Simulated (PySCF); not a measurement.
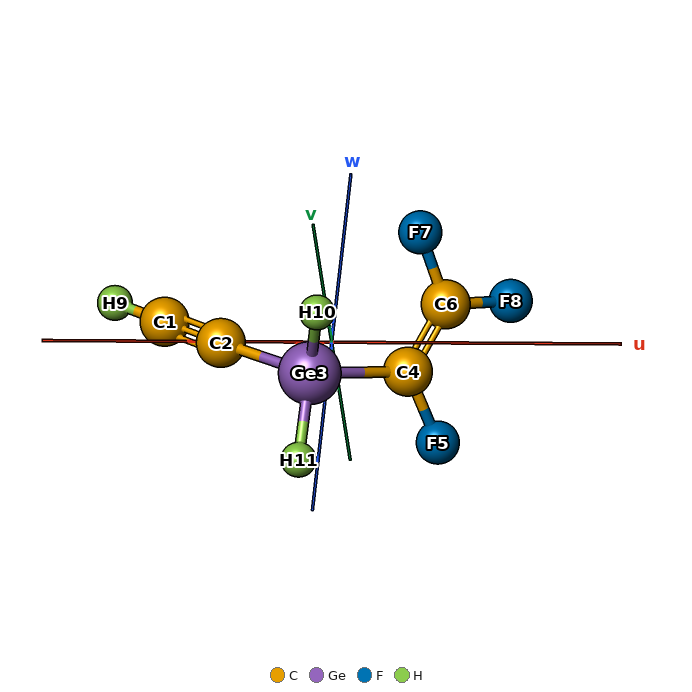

The lines u, v and w are the principal axes of the static dipole polarisability. The geometry was computed by an optimisation with PBE0-D3(BJ)/def2-SVP. No frequency run is at hand to confirm it as a minimum. Computed with CAM-B3LYP/def2-SVPD (PySCF 2.14.0).

Along which axis is the molecule most polarisable, and along which least?

Most along u (close to the long direction C1···F8), least along v.

Give the three principal values.

u 90.0, v 63.2, w 76.7 bohr³; mean 76.7, anisotropy 23.2 bohr³.
